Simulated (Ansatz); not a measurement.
# Relaxation of LiZn, part 2 of 2

Wanted: the geometry at rest of LiZn (a database structure at a slightly changed volume), relaxing cell and atoms, and its electronic structure there.

Ansatz 0.2.0; DFT, r2SCAN, no spin polarisation, plane waves, PAW. Relaxing cell and atoms.

## (3) The output, continued

The log, continued:

```text
iter 1 solved again at ethr=5.65e-8 eV; its pass at ethr=3.10e-3 eV (dr2=1.69e-5 eV) is discarded
SCF iter   1: F=—  HF=-7062.461288 eV  |F-HF|=—  |Δ(HF+E_count)|=         —  Δρ=2.04e-4  dr2=1.84e-5  dr2_τ=1.38e-5  ethr=5.65e-8  ⟨swp⟩=2.0  Hψ=3878  notcnv=0
preconditioner: auto → Kerker (q_TF=auto, 2.454 Å⁻¹)  [metal: Δε(μ)=0.032 eV  Ē_g=13.347 eV  σ=0.174 eV  W_gap=0.13  n_scr=14 (ndim 8)  ℏωp=25.2 eV  f_vac=0.000  D(μ)=0.97/eV (n_scr^D=0)]
SCF iter   2: F=—  HF=-7062.461343 eV  |F-HF|=—  |Δ(HF+E_count)|=   5.46e-5  S|Δr|=    0.00e0  Δρ=5.24e-5  dr2=1.69e-6  dr2_τ=4.90e-8  ethr=5.65e-8  ⟨swp⟩=2.0  Hψ=1253  notcnv=0
SCF iter   3: F=—  HF=-7062.461342 eV  |F-HF|=—  |Δ(HF+E_count)|=   1.04e-6  S|Δr|=    0.00e0  Δρ=4.15e-5  dr2=1.76e-6  dr2_τ=3.37e-9  ethr=5.62e-9  ⟨swp⟩=2.0  Hψ=1171  notcnv=0
SCF iter   4: F=—  HF=-7062.461341 eV  |F-HF|=—  |Δ(HF+E_count)|=   3.60e-7  S|Δr|=    0.00e0  Δρ=1.70e-5  dr2=3.20e-7  dr2_τ=2.01e-9  ethr=5.62e-9  ⟨swp⟩=2.1  Hψ=1243  notcnv=0
SCF iter   5: F=—  HF=-7062.461341 eV  |F-HF|=—  |Δ(HF+E_count)|=   5.04e-8  S|Δr|=    0.00e0  Δρ=6.16e-6  dr2=5.08e-8  dr2_τ=5.57e-11  ethr=1.07e-9  ⟨swp⟩=2.3  Hψ=1260  notcnv=0
SCF iter   6: F=-7062.461341 eV  HF=-7062.461341 eV  |F-HF|=5.51e-10  |Δ(HF+E_count)|=   1.20e-8  S|Δr|=    0.00e0  Δρ=9.31e-7  dr2=1.32e-9  dr2_τ=3.37e-12  ethr=8.12e-11  ⟨swp⟩=7.0  Hψ=3936  notcnv=0
SCF 4 converged in 6 iterations: F = -7062.461341 eV  dr2 = 1.32e-9
relax step   4: F+E_penalty+E_count = -7062.46134119 eV  Δ(F+E_penalty+E_count) = -1.771e-5 eV  max|allowed force component| = 1.382e-16 eV/Å  Δτ_max = 0.0000 Å  P = -0.002 GPa  Ω = 56.611 Å³  energy of the carried Pulay correction = +8.181e-4 eV  (6 SCF iters, dr2 threshold 2.44e-8 eV, accepted)
Basis set: ecut = 500 eV, 1459 PW (Γ), exchange–correlation on 128×128×128 points (64 copies of the dense FFT grid, shifted against one another)
Initial wavefunctions: pseudopotential atomic-orbital guess (no wavefunctions were taken with the density)
iter 1 solved again at ethr=2.66e-7 eV; its pass at ethr=3.10e-3 eV (dr2=7.97e-5 eV) is discarded
SCF iter   1: F=—  HF=-7062.460808 eV  |F-HF|=—  |Δ(HF+E_count)|=         —  Δρ=7.04e-5  dr2=8.63e-7  dr2_τ=6.16e-7  ethr=2.66e-7  ⟨swp⟩=2.1  Hψ=5313  notcnv=0
preconditioner: auto → Kerker (q_TF=auto, 2.454 Å⁻¹)  [metal: Δε(μ)=0.032 eV  Ē_g=13.343 eV  σ=0.174 eV  W_gap=0.13  n_scr=14 (ndim 8)  ℏωp=25.2 eV  f_vac=0.000  D(μ)=0.97/eV (n_scr^D=0)]
SCF iter   2: F=—  HF=-7062.460810 eV  |F-HF|=—  |Δ(HF+E_count)|=   2.04e-6  S|Δr|=    0.00e0  Δρ=8.19e-5  dr2=1.83e-6  dr2_τ=3.40e-8  ethr=2.88e-9  ⟨swp⟩=2.0  Hψ=1267  notcnv=0
SCF iter   3: F=—  HF=-7062.460810 eV  |F-HF|=—  |Δ(HF+E_count)|=   2.12e-7  S|Δr|=    0.00e0  Δρ=1.62e-5  dr2=6.11e-8  dr2_τ=6.21e-9  ethr=2.88e-9  ⟨swp⟩=2.0  Hψ=1249  notcnv=0
SCF iter   4: F=—  HF=-7062.460810 eV  |F-HF|=—  |Δ(HF+E_count)|=   7.34e-8  S|Δr|=    0.00e0  Δρ=2.85e-6  dr2=1.58e-9  dr2_τ=6.44e-11  ethr=2.04e-10  ⟨swp⟩=2.0  Hψ=1253  notcnv=0
SCF iter   5: F=—  HF=-7062.460810 eV  |F-HF|=—  |Δ(HF+E_count)|=   1.73e-8  S|Δr|=    0.00e0  Δρ=1.15e-6  dr2=2.44e-10  dr2_τ=7.60e-12  ethr=5.27e-12  ⟨swp⟩=2.0  Hψ=1254  notcnv=0
SCF iter   6: F=-7062.460810 eV  HF=-7062.460810 eV  |F-HF|=1.36e-11  |Δ(HF+E_count)|=  4.21e-10  S|Δr|=    0.00e0  Δρ=1.60e-7  dr2=1.39e-11  dr2_τ=5.45e-13  ethr=1.00e-12  ⟨swp⟩=5.9  Hψ=3260  notcnv=0
SCF 5 converged in 6 iterations: F = -7062.460810 eV  dr2 = 1.39e-11
relax step   5: F+E_penalty+E_count = -7062.46081003 eV  Δ(F+E_penalty+E_count) = +5.312e-4 eV  max|allowed force component| = 2.041e-16 eV/Å  Δτ_max = 0.0000 Å  P = -0.017 GPa  Ω = 56.611 Å³  stress off target by 1.74e-2 GPa  SCF on the basis re-selected at this cell (its energy is not comparable with the rows above)  (6 SCF iters)
basis re-selected at this cell: Δ(F+E_penalty+E_count) = +5.312e-4 eV, ΔP = -0.015 GPa vs the last step (what re-selecting the basis moved, of the pressure what is left beyond the Pulay correction that the steps carried, after the strain that the cell walked since its last selection, with what the two solves' SCF thresholds leave and, on support functions, any second-order correction that the steps lacked; it is no measure of the basis error at this ecutwfc). The dense FFT grid was sized anew with the basis: this SCF ran on 32×32×32 points, the steps before it on 36×36×36, so part of this shift can come from that change (see relax.cell in the input reference). This SCF's stress stands 1.74e-2 GPa from its target on what of the cell is left free (relax.cell.stress_tol is 5.00e-2 GPa) and its largest allowed force component is 2.04e-16 eV/Å (relax.f_tol is 3.00e-2 eV/Å): within both
SCF converged after 6 iterations
Stability not checked: this state was not tested for a lower state beside it, because cold or Methfessel-Paxton smearing, or corrected tetrahedra, fill the levels in a way that the test cannot read (fill_not_monotonic; see scf.lower_state_search)
Free energy (F): -7062.460810 eV
Harris-Foulkes:  -7062.460810 eV  (|F-HF|=1.36e-11)
Internal energy: -7062.456869 eV  (E = F + TS)
E sigma→0 (E₀):  -7062.459497 eV
Entropy (-TS):   -0.003941 eV (-0.985 meV/atom)
Fermi energy:    6.750457 eV
--- Per-component energies (eV) ---
  E_band       = -153.809867
  E_kinetic    = 305.934583
  E_local      = -3855.184091  (includes V_loc(G=0)·N_el)
  E_nonlocal   = 1157.140019
  E_hartree    = 1601.941275
  E_xc         = -270.538427
  E_vxc        = -140.616539  (∫ρ·V_xc dr)
  E_paw        = -3732.528843  (= ΣΔE_a)
  E_vpaw       = -833.646185  (= ΣTr[D̂ρ^β])
  E_aug_tail   = -0.000273  (compensation charges beyond the density's cutoff)
  E_vtau       = 8.680077  (kinetic-family band-sum trace: ∫τ·v_τ [+ j·A + Jᵃ·Aᵃ] dr)
  E_ewald      = -2268.855875
  E_core_change = -0.365237  (= ΣΔE_core)
  E_smearing   = -0.003941  (= −TS)
  E_closure    = 0.000000  (closes the sum)
  Σ components = -7062.460810   (vs F -7062.460810, Δ=0.00e0)
--- Forces (eV/Å), atoms counted from 1 ---
  atom   1  Zn    -0.00000000    -0.00000000    -0.00000000
  atom   2  Zn     0.00000000     0.00000000     0.00000000
  atom   3  Li     0.00000000     0.00000000     0.00000000
  atom   4  Li    -0.00000000    -0.00000000    -0.00000000
  max |Σ_I F_I| component: 4.85e-17 eV/Å
--- Stress (GPa, compression-positive) ---
       -0.017378       0.000000       0.000000
        0.000000      -0.017378       0.000000
        0.000000       0.000000      -0.017378
  P = ⅓ Tr σ = -0.0174 GPa (-0.174 kbar)
--- Band table (eV; the first three rows and the last of 35) ---
  k-point 0: bands = ["-40.7665", "-40.7073", "-1.5303", "-0.8532", "-0.8532", "-0.8532", "-0.8448", "-0.8448", "-0.4173", "-0.4173", "-0.4173", "-0.1952", "-0.1952", "10.4409", "10.4409", "10.4409", "10.6003", "10.6003", "10.6003", "12.7088", "13.6768", "13.6768", "13.6768"]
  k-point 1: bands = ["-40.7651", "-40.7086", "-1.4122", "-0.8918", "-0.8918", "-0.8476", "-0.7956", "-0.7956", "-0.4198", "-0.4198", "-0.4081", "-0.1943", "-0.1943", "8.3116", "9.6482", "9.6482", "11.5149", "11.5854", "11.5854", "13.0712", "13.0712", "13.5329", "14.2457"]
  k-point 2: bands = ["-40.7614", "-40.7122", "-1.1156", "-0.9100", "-0.9100", "-0.8319", "-0.7590", "-0.7590", "-0.4147", "-0.4147", "-0.3213", "-0.1953", "-0.1953", "6.1792", "9.0506", "9.0506", "11.2901", "11.6072", "11.6072", "13.3945", "13.3945", "14.1900", "15.9729"]
  k-point 34: bands = ["-40.7405", "-40.7326", "-0.9532", "-0.9492", "-0.7712", "-0.7333", "-0.6229", "-0.5397", "-0.5344", "-0.4625", "-0.1505", "-0.1398", "1.9690", "3.0144", "4.9271", "5.4977", "11.7961", "12.1754", "13.3544", "14.6848", "18.0611", "18.5692", "18.8197"]
--- Relaxed structure (4 steps of the walk, 4 accepted, 1 SCFs on fresh bases) ---
  F+E_penalty+E_count = -7062.46081003 eV   max|allowed force component| = 2.041e-16 eV/Å   (the final SCF, on the basis selected at the relaxed cell)
  cell:  # Å, volume = 56.6115 Å³
    - [1.0445512667435958e-33, 3.0476010827881614, 3.0476010827881614]
    - [3.0476010827881614, 3.1591306603952654e-33, 3.0476010827881614]
    - [3.0476010827881614, 3.0476010827881614, 1.5540884700331547e-33]
  atoms:
    - { symbol: Zn, position: [0.5, 0.5, 0.5] }
    - { symbol: Zn, position: [0.7500000000000001, 0.7500000000000001, 0.7500000000000001] }
    - { symbol: Li, position: [-8.213373212438202e-34, 1.1401794490558623e-33, 6.249305705116023e-34] }
    - { symbol: Li, position: [0.25, 0.25, 0.25] }
--- Löwdin populations: 4 sites ---
  site symbol       q [e]
     0     Zn     11.3933
     1     Zn     11.3933
     2     Li      2.9402
     3     Li      2.9402
  spilling = 0.044434 (of n_electrons = 30.000000)
--- Bader charges: 4 sites ---
  site symbol  charge [e]  shift [e]
     0     Zn     -0.8409     0.0004
     1     Zn     -0.8409     0.0004
     2     Li      0.8409     0.0004
     3     Li      0.8409     0.0004
  estimated error of the sums over rays = 3.0e-4 e
```

It took 35 s on 2 threads of an Arm CPU, shared host; peak memory 0.6 GiB.

The steps of the relaxation:

```csv
step,energy from step 1 (eV/cell),largest force component (eV/Å),pressure (GPa),volume (Å³)
1,0.0000,0.0000,-3.68,62.28
2,-0.0705,0.0000,-0.55,57.28
3,-0.0717,0.0000,0.10,56.49
4,-0.0717,0.0000,0.00,56.61
5,-0.0712,0.0000,-0.02,56.61
```

Step 1 is the start. Step 5 repeats the geometry before on a plane-wave basis chosen anew for that cell, so the energy can jump there without any move; the table keeps such jumps.

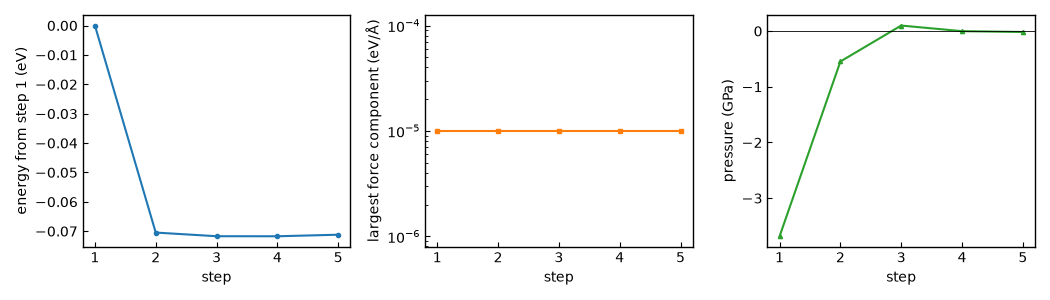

Energy, largest force and pressure along the relaxation.

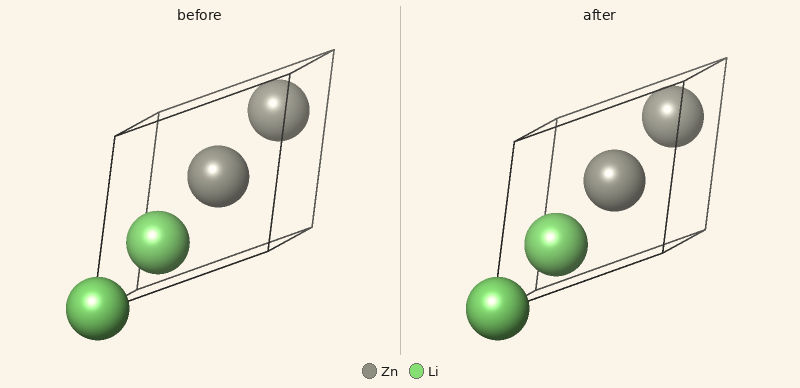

Before and after, at one scale. Each atom of the cell is drawn once.

| input's cell | before | after | change |
| --- | --- | --- | --- |
| a (Å) | 4.449 | 4.310 | -3.1 % |
| b (Å) | 4.449 | 4.310 | -3.1 % |
| c (Å) | 4.449 | 4.310 | -3.1 % |
| volume (Å³/atom) | 15.57 | 14.15 | -9.1 % |

## (4) Density of states

States per cell by energy window, from dos.tsv and pdos.tsv (tetrahedra; eV from the Fermi level):

| from | to | total | Li s | Zn s | Zn d |
| --- | --- | --- | --- | --- | --- |
| -8.0 | -7.0 | 16.24 | 0.23 | 0.47 | 15.51 |
| -7.0 | -6.0 | 4.55 | 0.17 | 0.22 | 4.16 |
| -6.0 | -5.0 | 0.91 | 0.15 | 0.58 | 0.16 |
| -5.0 | -4.0 | 0.26 | 0.03 | 0.20 | 0.02 |
| -4.0 | -3.0 | 1.01 | 0.30 | 0.61 | 0.03 |
| -3.0 | -2.0 | 0.46 | 0.10 | 0.28 | 0.01 |
| -2.0 | -1.0 | 1.17 | 0.53 | 0.25 | 0.02 |
| -1.0 | 0.0 | 1.36 | 0.34 | 0.19 | 0.01 |
| 0.0 | 1.0 | 1.04 | 0.15 | 0.12 | 0.01 |
| 1.0 | 2.0 | 0.65 | 0.05 | 0.06 | 0.00 |
| 2.0 | 3.0 | 0.25 | 0.01 | 0.03 | 0.00 |
| 3.0 | 4.0 | 1.39 | 0.52 | 0.25 | 0.01 |
| 4.0 | 5.0 | 1.76 | 0.30 | 0.23 | 0.01 |

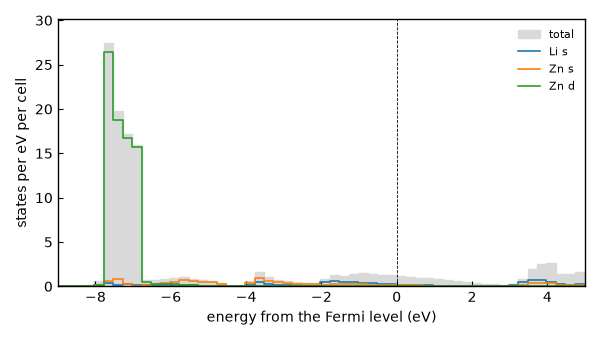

Total and projected density of states, in bins of 0.25 eV.

## (5) How the electrons are shared

Gathered by element (positive charge: electrons given up): Löwdin charges also hold the electrons that the projection spills.

| element | atoms | Bader charge (e) | Bader volume (Å³) | Löwdin charge (e) |
| --- | --- | --- | --- | --- |
| Zn | 2 | -0.84 | 24.7 | +0.61 |
| Li | 2 | +0.84 | 3.6 | +0.06 |

The Löwdin projection spills 4.4 % of the electrons and depends on the orbitals chosen; where it disagrees with Bader's partition, neither is an observable.

## (6) Real-space fields

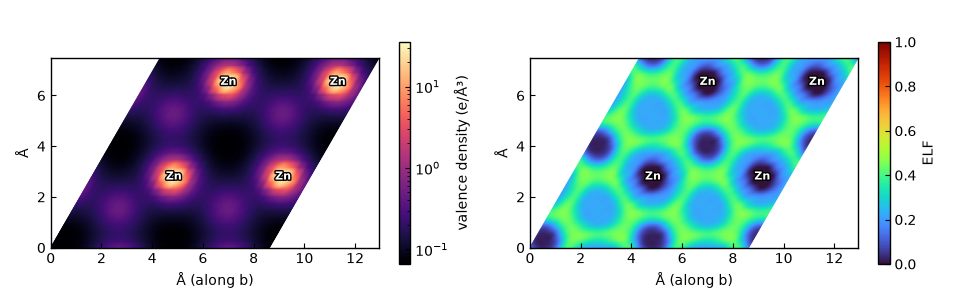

Valence density (left, log scale) and ELF (right) in the plane spanned by b and c at height 0.750 along a (axes of the input's cell); atoms within 0.2 Å are lettered, 2×2 cells. Inside the augmentation spheres the fields are the smooth ones.

Scans along the contacts give these minima of the density:

| contact | length (Å) | minimum at (fraction) | density (e/Å³) | ELF |
| --- | --- | --- | --- | --- |
| Zn1–Zn2 | 2.639 | 0.50 | 0.250 | 0.37 |
| Zn1–Li4 | 2.639 | deep in a PAW sphere | – | – |

## (7) Summary of results

This closing draws on all 2 parts.

| quantity | value |
| --- | --- |
| moves | 3 |
| energy gained | 17.9 meV/atom |
| largest move | 0.00 Å |
| space group (0.01 Å), before / after | Fd-3m / Fd-3m |
| cell | a = 4.310 Å, b = 4.310 Å, c = 4.310 Å, α = 60.00°, β = 60.00°, γ = 60.00° |
| volume | 14.15 Å³/atom (-9.1 %) |
| pressure at the end | -0.02 GPa |
| formation energy (elements from separate runs) | -0.21 eV/atom |
| character | metal |
| density of states, mean within 0.25 eV of the Fermi level | 1.2 per eV per cell |
| Bader charges | Zn -0.84, Li +0.84 e |

What this shows: The volume shrank by 9.1 %, and the atoms end where they began within the cell; the energy fell by 17.9 meV per atom. The run held to 48 symmetry operations, so a lower structure without them is not ruled out. Bands cross the Fermi level: a metal; within 0.25 eV of the Fermi level the density of states averages 1.2 per eV per cell. Set against separate runs on the elements (Zn hcp, Li bcc), it forms at -0.21 eV per atom, so it is bound against them, though other compounds may compete. Li loses most charge (+0.84 e on average) and Zn gains most (-0.84 e).

Limits of this run: wide smearing.
